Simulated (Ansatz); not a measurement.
## Hypothetical zinc blende BaS, pressure series

Take BaS in the zinc blende structure (space group F-43m, No. 216; a = 7.038 Å; a hypothetical phase, not in the database extracts checked) as the base.

Cell and atoms are relaxed at each pressure.

The values are results of plane-wave PAW DFT at the r2SCAN level (Ansatz, a quantum-chemistry and plane-wave program, 500 eV), no spin-orbit coupling, not measurements.

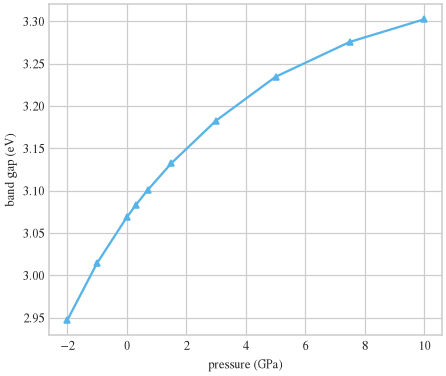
Fig. 1. Band gap against pressure

Q: From the plot, what is the band gap for pressure 0.3 GPa?

A: About 3.08 eV.

Q: Is the trend monotonic over the range shown?

A: Yes, it rises throughout, spanning 2.95 eV to 3.30 eV.

Load acts through the strain it causes; cell and atoms are relaxed under it. Stability against distortions was not tested. No other phases were tried under pressure.
